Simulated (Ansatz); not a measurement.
# Y2CO2 monolayer: phonons and vibrational spectra

Aim: the phonons of Y2CO2 monolayer at a cell relaxed beforehand at this level. After the zone centre comes a 6×6×1 q mesh on a 12×12×1 k mesh.

Calculated with Ansatz 0.2.0; DFT PBEsol, scalar-relativistic, plane waves, PAW.

**1. The starting structure**

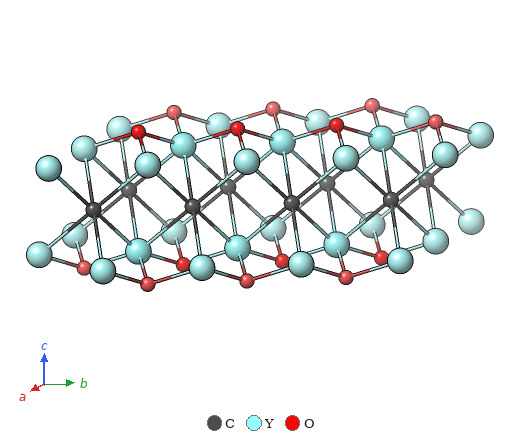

Start, viewed slightly off an axis; carbon dark grey, yttrium light teal, oxygen red. 1×3×1 cells are drawn. Some periodic images of atoms are drawn too.

The cell holds 5 atoms: 1 C, 2 Y and 2 O. Its edges and angles: a = 3.492 Å, b = 3.492 Å, c = 33.705 Å, α = 90.0°, β = 90.0°, γ = 120.0°. Vacuum lies along c.

**2. Modes at Γ**

The cell comes from relaxations at this level that are not shown. The zone centre comes first: it holds the modes that light can see, as far as symmetry allows. No field response is asked, since the mesh shows no gap.

The input, input.yaml:

```yaml
crystal:
  lattice:
    - [3.4918345012, 0.0, 0.0]
    - [-1.7459172506, 3.0240173839, 0.0]
    - [0.0, 0.0, 33.7051500373]
  atoms:
    - { symbol: C, position: [0.0, 0.0, 0.2966905648] }
    - { symbol: "Y", position: [0.3333333333, 0.6666666667, 0.348549838] }
    - { symbol: "Y", position: [0.6666666667, 0.3333333333, 0.2448312916] }
    - { symbol: O, position: [0.6666666667, 0.3333333333, 0.3706638186] }
    - { symbol: O, position: [0.3333333333, 0.6666666667, 0.222717311] }
  periodic: [true, true, false]
kpoints:
  mp_grid: { grid: [12, 12, 1] }
hamiltonian:
  xc: pbesol
scf:
  occupations: { method: methfessel_paxton, width: 0.15 }
output:
  eigenvalues: true
phonons:
  method: dfpt
```

The run is started by

```sh
$ ansatz run input.yaml --threads 8 --pin off --max-ram 14336MiB --backend cpu --events-out ev --progress --plain --runs-dir out
```

Numbers of over 12 decimals in the logs are rounded to 6 here.

The log of the run:

```text
Warning: crystal.symmetry: narrowed to the stabiliser of the run's FFT grids — unitary ops 12 → 6. A phonons.method: dfpt run fills in the rows of the dynamical matrix that it does not solve by its symmetry operations, which is exact only for operations that map its FFT grids onto themselves: filled in by any other, the frequencies could depend on the order in which like atoms are typed, or, by more than the grids' own error, on where the crystal sits among the grids' points. Excluded: 6 operations. The run can therefore solve more perturbations, solve them on more k-points, or both, and cost more. [rest of the remark cut]
Engine: ansatz 0.2.0, aarch64-unknown-linux-gnu
Pseudopotentials: kind: paw
Pseudopotential: C, paw, valence charge 4, recommended cutoff 420 eV (normal), C.paw.azcp
Pseudopotential: Y, paw, valence charge 11, recommended cutoff 420 eV (normal), Y.paw.azcp
Pseudopotential: O, paw, valence charge 6, recommended cutoff 420 eV (normal), O.paw.azcp
Functional definition: PBEsol
  exchange = pbesol_x
  correlation = pbesol_c
Crystal: 5 atoms, lattice volume = 355.905 Å³
Basis set: ecut = 420 eV, 6923 PW (Γ), exchange–correlation on 48×48×480 points (8 copies of the dense FFT grid, shifted against one another)
Bands: 24, of which v1, the nominal top of the filled ones, is band 19 counted from 1 (18 counted from 0)
Symmetry: 12 space group operations
k-points: 43 of 144 (irreducible under 2 space group operations, time reversal used)
Non-local potential: C, projectors of the file, l = 0: 2, l = 1: 2, l = 2: 1
Non-local potential: Y, projectors of the file, l = 0: 3, l = 1: 2, l = 2: 2, l = 3: 1
Non-local potential: O, projectors of the file, l = 0: 2, l = 1: 2, l = 2: 1
PAW form: soft (Blöchl's): semilocal exchange-correlation on the pseudo side does not see the compensation charge
PAW frozen core: C, regenerated for the run's functional, and the local potential with it (the file was generated under x = pbe(κ = 0.804, μ = 0.219515), c = pbe(β = 0.066725))
PAW frozen core: Y, regenerated for the run's functional, and the local potential with it (the file was generated under x = pbe(κ = 0.804, μ = 0.219515), c = pbe(β = 0.066725))
PAW frozen core: O, regenerated for the run's functional, and the local potential with it (the file was generated under x = pbe(κ = 0.804, μ = 0.219515), c = pbe(β = 0.066725))
PAW one-centre angular grid: C, 110 points (default); XC on 64 Gauss nodes
PAW one-centre angular grid: Y, 590 points (default); XC on 64 Gauss nodes
PAW one-centre angular grid: O, 110 points (default); XC on 64 Gauss nodes
Initial density: superposition of atomic densities (neutral atoms: chi_scale 0, normalization atom), corrected by the library's trained network
Initial wavefunctions: pseudopotential atomic-orbital guess
Functional: x = pbesol(κ = 0.804, μ = 0.123457), c = pbesol(β = 0.046)
SCF iter   1: F=—  HF=-8962.074641 eV  |F-HF|=—  |Δ(HF+E_count)|=         —  Δρ=5.79e-3  dr2=1.93e-1  ethr=1.77e-3  ⟨swp⟩=10.1  Hψ=7080  notcnv=0
preconditioner: auto → LDOS  [metal: Δε(μ)=0.021 eV  Ē_g=14.740 eV  σ=0.150 eV  W_gap=0.12  n_scr=20 (ndim 8)  ℏωp=11.5 eV  f_vac=0.758  D(μ)=4.25/eV (n_scr^D=14)  β→1.0]
SCF iter   2: F=—  HF=-8962.035722 eV  |F-HF|=—  |Δ(HF+E_count)|=   3.89e-2  S|Δr|=    0.00e0  Δρ=4.82e-3  dr2=5.16e-2  ethr=5.09e-4  ⟨swp⟩=3.3  Hψ=2643  notcnv=0  defer=10
SCF iter   3: F=—  HF=-8962.033878 eV  |F-HF|=—  |Δ(HF+E_count)|=   1.84e-3  S|Δr|=    0.00e0  Δρ=1.85e-3  dr2=2.93e-2  ethr=1.36e-4  ⟨swp⟩=2.5  Hψ=1915  notcnv=0  defer=10
SCF iter   4: F=—  HF=-8962.031651 eV  |F-HF|=—  |Δ(HF+E_count)|=   2.23e-3  S|Δr|=    0.00e0  Δρ=1.21e-3  dr2=1.12e-2  ethr=7.72e-5  ⟨swp⟩=2.5  Hψ=1468  notcnv=0  defer=10
SCF iter   5: F=—  HF=-8962.029846 eV  |F-HF|=—  |Δ(HF+E_count)|=   1.81e-3  S|Δr|=    0.00e0  Δρ=3.81e-4  dr2=9.57e-4  ethr=2.95e-5  ⟨swp⟩=2.3  Hψ=1498  notcnv=0  defer=10
SCF iter   6: F=—  HF=-8962.029654 eV  |F-HF|=—  |Δ(HF+E_count)|=   1.91e-4  S|Δr|=    0.00e0  Δρ=1.20e-4  dr2=7.90e-5  ethr=2.52e-6  ⟨swp⟩=2.9  Hψ=1863  notcnv=0  defer=10
SCF iter   7: F=—  HF=-8962.029678 eV  |F-HF|=—  |Δ(HF+E_count)|=   2.38e-5  S|Δr|=    0.00e0  Δρ=3.32e-5  dr2=3.04e-6  ethr=2.08e-7  ⟨swp⟩=3.2  Hψ=1955  notcnv=0  defer=10
SCF iter   8: F=—  HF=-8962.029681 eV  |F-HF|=—  |Δ(HF+E_count)|=   2.87e-6  S|Δr|=    0.00e0  Δρ=9.19e-6  dr2=2.29e-7  ethr=8.01e-9  ⟨swp⟩=3.1  Hψ=2158  notcnv=0  defer=9
SCF iter   9: F=—  HF=-8962.029681 eV  |F-HF|=—  |Δ(HF+E_count)|=   1.89e-7  S|Δr|=    0.00e0  Δρ=1.42e-6  dr2=5.39e-9  ethr=6.03e-10  ⟨swp⟩=3.5  Hψ=2430  notcnv=0  defer=9
SCF iter  10: F=—  HF=-8962.029681 eV  |F-HF|=—  |Δ(HF+E_count)|=   4.09e-8  S|Δr|=    0.00e0  Δρ=2.52e-7  dr2=2.03e-10  ethr=1.42e-11  ⟨swp⟩=3.6  Hψ=2261  notcnv=0  defer=9
SCF iter  11: F=-8962.029681 eV  HF=-8962.029681 eV  |F-HF|=1.82e-10  |Δ(HF+E_count)|=   2.39e-9  S|Δr|=    0.00e0  Δρ=5.59e-8  dr2=8.77e-12  ethr=1.00e-12  ⟨swp⟩=13.2  Hψ=9280  notcnv=0
SCF 1 converged in 11 iterations: F = -8962.029681 eV  dr2 = 8.77e-12
  greatest PAW one-centre occupation: 0.993 electrons in one spin orbital (limit 2), on the Y atom at site 2 (counted from 0), in its partial waves of l = 0
DFPT response loops at Γ: preconditioner auto → none (partly filled bands, converged f_vac=0.757); β = 0.50; Broyden in place of MSR1
SCF converged after 11 iterations
Stability not checked: this state was not tested for a lower state beside it, because cold or Methfessel-Paxton smearing, or corrected tetrahedra, fill the levels in a way that the test cannot read (fill_not_monotonic; see scf.lower_state_search)
Free energy (F): -8962.029681 eV
Harris-Foulkes:  -8962.029681 eV  (|F-HF|=1.82e-10)
Internal energy: -8962.025158 eV  (E = F + TS)
E sigma→0 (E₀):  -8962.028551 eV
Entropy (-TS):   -0.004523 eV (-0.905 meV/atom)
Fermi energy:    -5.790384 eV
--- Per-component energies (eV) ---
  E_band       = -742.736670
  E_kinetic    = 1045.523606
  E_local      = -77955.991775  (includes V_loc(G=0)·N_el)
  E_nonlocal   = 226.769044
  E_hartree    = 38385.198736
  E_xc         = -537.657691
  E_vxc        = -643.639106  (∫ρ·V_xc dr)
  E_paw        = -5945.652471  (= ΣΔE_a)
  E_vpaw       = -185.800610  (= ΣTr[D̂ρ^β])
  E_aug_tail   = 0.004890  (compensation charges beyond the density's cutoff)
  E_ewald      = 35819.391282
  E_core_change = 0.389222  (= ΣΔE_core)
  E_smearing   = -0.004523  (= −TS)
  E_closure    = -0.000000  (closes the sum)
  Σ components = -8962.029681   (vs F -8962.029681, Δ=0.00e0)
--- Band table (eV; the first three rows and the last of 43) ---
  k-point 0: bands = [... 15 lower, -8.8272, -8.3282, -6.1056, -4.5995, -4.5995, -1.4248 (-1.4248°), -1.1058 (-1.1058°), -0.8102, ... 1 higher]
  k-point 1: bands = [... 15 lower, -8.6337, -8.2905, -5.9882, -4.9535, -4.7089, -1.4117 (-1.4117°), -1.0071 (-1.0072°), -0.7841, ... 1 higher]
  k-point 2: bands = [... 15 lower, -8.4477, -8.1798, -5.7891, -5.7123, -4.9598, -1.5383 (-1.5383°), -0.8280, -0.6554, ... 1 higher]
  k-point 42: bands = [... 15 lower, -7.9069, -7.8576, -6.7481, -6.3134, -6.0520, -1.5548, -0.8920, -0.1882, ... 1 higher]
  ° read free of the cell's end (the report's vacuum.weakly_bound_levels)
--- Phonons (Γ-DFPT): 10 representative perturbations + reference, on 43 of 144 k-points (Σ response iterations 60) ---
  ASR residual: 6.248e-5 → 0.000e0 eV/Å²; symmetrization residual: 7.185e-6 eV/Å²
  The last average, over the group as it would stand without the narrowing to the FFT grids, took up to 3.617e-6 eV/Å² of the zone centre's force constants
  ASR residual per site (eV/Å²): 6.25e-5 1.53e-5 2.20e-5 2.39e-5 2.39e-5
  Γ frequencies (cm⁻¹): 0.00 0.00 0.00 65.22 65.22 105.77 280.30 280.30 396.92 419.68 429.74 429.74 436.52 443.94 443.94
  non-analytic LO–TO correction: not included (Born effective charges unavailable; polar crystals: no LO–TO splitting at Γ)
```

Wall time 66 s (8 threads of Arm Neoverse V2, shared host); peak memory 1.8 GiB.

Reading the cycles: dr2 is the Hartree energy of the density residual (eV), the measure of convergence; HF is the Harris–Foulkes estimate of the energy, which meets the free energy F at convergence.

Numbers from this step:

```
gap on the k-mesh                                       : 0 eV
sum-rule residual before enforcement                    : 6.25e-5 eV/Å²
point group                                             : -3m
area per atom                                           : 2.112 Å²
highest optical mode at the zone centre (no LO-TO term) : 443.9 cm⁻¹
lowest optical zone-centre mode                         : 65.22 cm⁻¹
```

Patterns of degenerate modes are one choice out of their space. The modes at Γ (shares of kinetic energy by element, %):

```tsv
mode	frequency (cm⁻¹)	symmetry	C %	Y %	O %
1	0.0	acoustic	5	80	14
2	0.0	acoustic	5	80	14
3	0.0	acoustic	5	80	14
4	65.2	Eg	0	86	14
5	65.2	Eg	0	86	14
6	105.8	A1g	0	86	14
7	280.3	Eu	93	7	0
8	280.3	Eu	93	7	0
9	396.9	A2u	52	18	31
10	419.7	A1g	0	14	86
11	429.7	Eg	0	14	86
12	429.7	Eg	0	14	86
13	436.5	A2u	43	2	55
14	443.9	Eu	2	13	85
15	443.9	Eu	2	13	85
```

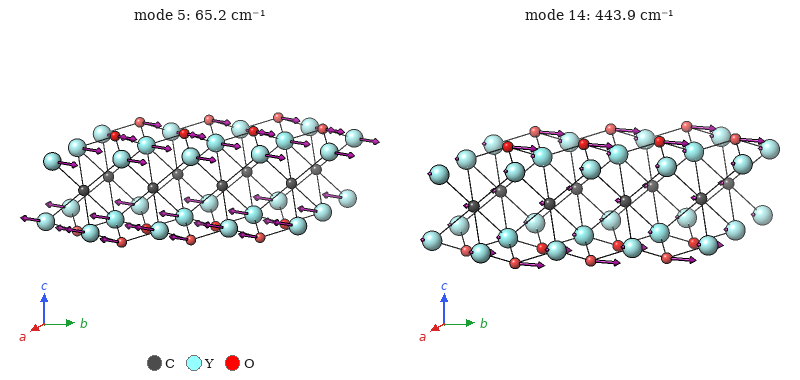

Displacement patterns of modes 5 and 14 at Γ; arrows are exaggerated. 1×3×1 cells are drawn. Some periodic images of atoms are drawn too.

Before it was imposed, the acoustic sum rule was missed by 6.2e-5 eV/Å². Small misses are needed for a sound result but don't prove that mesh and cutoff are converged. The lowest optical mode is real, 65.2 cm⁻¹.

**3. Phonons on a q mesh**

Stability and thermal properties need the whole zone. Linear response on a 6×6×1 q mesh gives force constants as far as a supercell of that size would.

input.yaml, as its differences from that of step 2:

```diff
@@ -22 +22,10 @@
   method: dfpt
+  qmesh: [6, 6, 1]
+  temperatures: { t_max: 1000, t_step: 50 }
+  qpath:
+    path:
+      - [0.0, 0.0, 0.0]
+      - [0.5, 0.0, 0.0]
+      - [0.33333333, 0.33333333, 0.0]
+      - [0.0, 0.0, 0.0]
+    npoints: 10
```

The log of the run:

```text
[...]
Crystal: 5 atoms, lattice volume = 355.905 Å³
Basis set: ecut = 420 eV, 6923 PW (Γ), exchange–correlation on 48×48×480 points (8 copies of the dense FFT grid, shifted against one another)
Bands: 24, of which v1, the nominal top of the filled ones, is band 19 counted from 1 (18 counted from 0)
Symmetry: 12 space group operations
k-points: 19 of 144 (irreducible under 6 space group operations, time reversal used)
[...]
SCF iter   1: F=—  HF=-8962.074661 eV  |F-HF|=—  |Δ(HF+E_count)|=         —  Δρ=5.78e-3  dr2=1.94e-1  ethr=1.77e-3  ⟨swp⟩=10.2  Hψ=3180  notcnv=0
[...]
SCF iter  12: F=-8962.029681 eV  HF=-8962.029681 eV  |F-HF|=5.46e-12  |Δ(HF+E_count)|=  2.42e-10  S|Δr|=    0.00e0  Δρ=1.97e-8  dr2=1.13e-12  ethr=1.00e-12  ⟨swp⟩=14.3  Hψ=3475  notcnv=0
SCF 1 converged in 12 iterations: F = -8962.029681 eV  dr2 = 1.13e-12
[...]
phonons: the bands overlap, so this run is a metal and interpolates without the dipole-dipole term. If the crystal is really an insulator or semiconductor, its LO-TO splitting is missing
NSCF: frozen V_eff on 19 k-points
[...]
DFPT response loops at q = (0, 0, 0) (fractional): preconditioner auto → none (partly filled bands, converged f_vac=0.757); β = 0.50; Broyden in place of MSR1
[...]
SCF converged after 12 iterations
[...]
Free energy (F): -8962.029681 eV
[...]
Internal energy: -8962.025158 eV  (E = F + TS)
E sigma→0 (E₀):  -8962.028551 eV
Entropy (-TS):   -0.004523 eV (-0.905 meV/atom)
Fermi energy:    -5.790381 eV
[...]
--- Band table (eV; the first three rows and the last of 19) ---
  k-point 0: bands = [... 15 lower, -8.8272, -8.3282, -6.1056, -4.5995, -4.5995, -1.4248 (-1.4248°), -1.1058 (-1.1058°), -0.8102, ... 1 higher]
  k-point 1: bands = [... 15 lower, -8.6337, -8.2905, -5.9882, -4.9535, -4.7089, -1.4117 (-1.4116°), -1.0071 (-1.0072°), -0.7841, ... 1 higher]
  k-point 2: bands = [... 15 lower, -8.4477, -8.1798, -5.7891, -5.7123, -4.9598, -1.5383 (-1.5383°), -0.8280, -0.6554, ... 1 higher]
  k-point 18: bands = [... 15 lower, -7.9810, -7.9810, -6.5649, -6.5649, -6.5595, -1.7581, -0.8426, -0.2611, ... 1 higher]
  ° read free of the cell's end (the report's vacuum.weakly_bound_levels)
--- Phonons (Γ-DFPT): 10 representative perturbations + reference (Σ response iterations 50) ---
  ASR residual: 3.242e-5 → 0.000e0 eV/Å²; symmetrization residual: 4.619e-6 eV/Å²
[...]
ASR residual per site (eV/Å²): 1.03e-5 8.78e-6 1.02e-5 3.24e-5 3.24e-5
[...]
--- Phonons (arbitrary-q DFPT): 7 irreducible q on the 6×6×1 mesh ---
  q = [0.0000, 0.0000, 0.0000] (star 1, of the zone-centre solve; hermiticity 8.62e-7, symmetrization 3.48e-14, taken by the last average 8.68e-8): -0.00 -0.00 -0.00 65.22 65.22 105.77 280.30 280.30 396.92 419.68 429.74 429.74 436.52 443.94 443.94
  q = [0.0000, 0.1667, 0.0000] (star 6, 15 solved perturbations on 78 of 144 k-point pairs; hermiticity 5.70e-7, symmetrization 1.20e-10, taken by the last average 5.78e-8): 39.97 56.28 74.46 86.01 119.78 128.78 266.26 273.83 350.56 385.53 412.94 427.11 439.16 463.93 508.83
[...]
q = [0.1667, 0.1667, 0.0000] (star 6, 10 solved perturbations in 1110 linear systems a pass and spin channel, the states on 144 of 144 k-point pairs; hermiticity 2.63e-7, symmetrization 8.09e-11, taken by the last average 5.82e-8): 49.55 66.03 113.70 125.06 156.31 175.54 244.39 248.12 347.07 374.64 391.62 429.69 435.32 494.56 526.49
[...]
sum rule: each row above includes the acoustic sum rule's correction from the zone centre's row sums; it moved no ω² by more than (0.74 cm⁻¹)²
  mesh force constants: q→R imaginary residual 1.09e-18; ASR residual 3.242e-5 → 0.000e0 eV/Å²; symmetrization residual 1.421e-14 eV/Å²
  interpolated dispersion: 31 rows × 15 modes
  density of states and harmonic sums: on the 24×24×1 q-mesh, interpolated from the force constants of a 6×6×1 supercell (no non-analytic term)
  largest difference from the sums on the solved wave vectors: F 2.19e-2 eV, S 2.86e-5 and C_V 6.73e-6 eV/K
  zero-point energy: 0.259373 eV/cell   skipped modes (ω ≤ 0): 3   left out of the sums: 3.47e-4 of the cell's modes: C_V's classical limit lies that fraction below 3 k_B per atom; for a crystal, a wire or a layer, F and S can be off by more, and a phonons.interpolated_qmesh denser along its periods is the remedy for the sampling
```

Run time: 13 min. Hardware: 8 threads; peak memory 3.2 GiB.

This step gave:

```yaml
sum_rule_residual_before_enforcement: 3.24e-5 eV/Å²
lowest_frequency_on_the_path: 0 cm⁻¹
highest_frequency_on_the_path_or_at_a_solved_wavevector: 536.9 cm⁻¹
mean_frequency: 279 cm⁻¹
lowest_mode_on_the_q_mesh_acoustic_modes_at_gamma_apart: 36.96 cm⁻¹
zero_point_energy_per_atom: 51.87 meV
heat_capacity_at_300_k: 20.91 J/(mol atoms K)
vibrational_entropy_at_300_k: 25.34 J/(mol atoms K)
edges_of_the_widest_gap_between_branches_on_path_and_mesh: 280.3, 344.3 cm⁻¹
```

Frequencies (cm⁻¹) solved at each irreducible wavevector; negative means imaginary. Frequencies by wavevector, by row:

```tsv
q in reciprocal lattice units	star	mode 1	mode 2	mode 3	mode 4	mode 13	mode 14	mode 15
0 0 0	1	0	0	0	65.2	436.5	443.9	443.9
0 0.1667 0	6	40	56.3	74.5	86	439.2	463.9	508.8
0 0.3333 0	6	37	77.9	101.7	119.8	429.4	505.8	529.4
0 -0.5 0	3	70.5	101	125.9	134.9	425.1	506.2	536.9
0.1667 0.1667 0	6	49.5	66	113.7	125.1	435.3	494.6	526.5
0.1667 0.3333 0	12	54.7	90.3	147.7	155.6	433.1	509.3	525.3
0.3333 0.3333 0	2	40.1	40.1	133.9	133.9	440.3	511.2	511.2
```

Interpolated from a 6×6×1 q mesh. Phonon branches along the path, in cm⁻¹:

```tsv
point	branch 1	branch 2	branch 3	branch 4	branch 12	branch 13	branch 14	branch 15
Γ	0	0	0	65	430	436	444	444
M	70	101	126	135	422	425	506	537
K	40	40	134	134	440	440	511	511
Γ	0	0	0	65	430	436	444	444
```

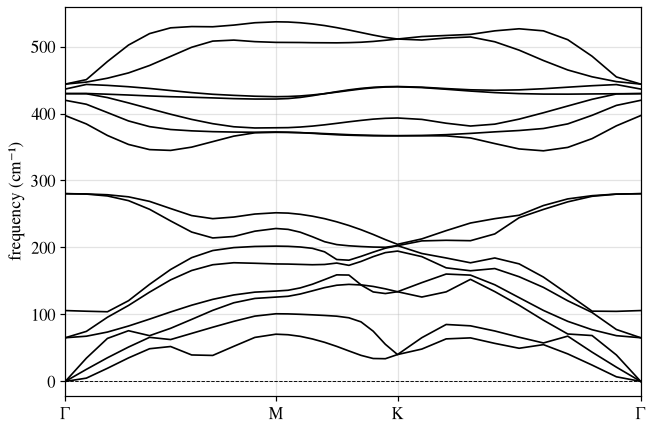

Phonon branches along the path.

The phonon density of states has structure finer than the step of the table below, so its rows give means over 50 cm⁻¹, whole bins alone (the curve runs from 2.5 to 538 cm⁻¹). Peaks (cm⁻¹: height): 172.5: 0.0595, 242.5: 0.0574, 372.5: 0.118, 382.5: 0.0800, 427.5: 0.151, 507.5: 0.0933, 527.5: 0.0735.

Tetrahedra on a 24×24×1 mesh, mean over bins of 5 cm-1. Interpolated from a 6×6×1 q mesh. Phonon density of states against wavenumber; means over each step:

```tsv
wavenumber (cm⁻¹)	phonon density of states (1/cm⁻¹/cell)
50	0.0310
100	0.0301
150	0.0386
200	0.0325
250	0.0240
300	0.00250
350	0.0322
400	0.0336
450	0.0381
500	0.0261
```

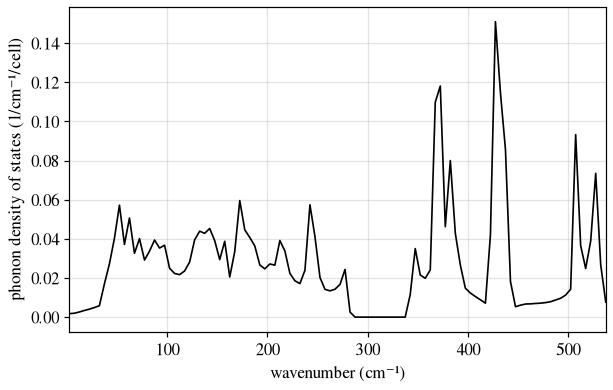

Phonon density of states against wavenumber.

(Part 1 of 2 ends here.)

[Logs are printed without paths, hosts, clocks, repeated set-up lines and the standing remarks that a program may print on its own settings, such as how far it seeks lower states.]

[Hosts, paths, dates, database ids (printed as entryN), source tags and the programs' standing remarks are cut or masked in the printed files.]
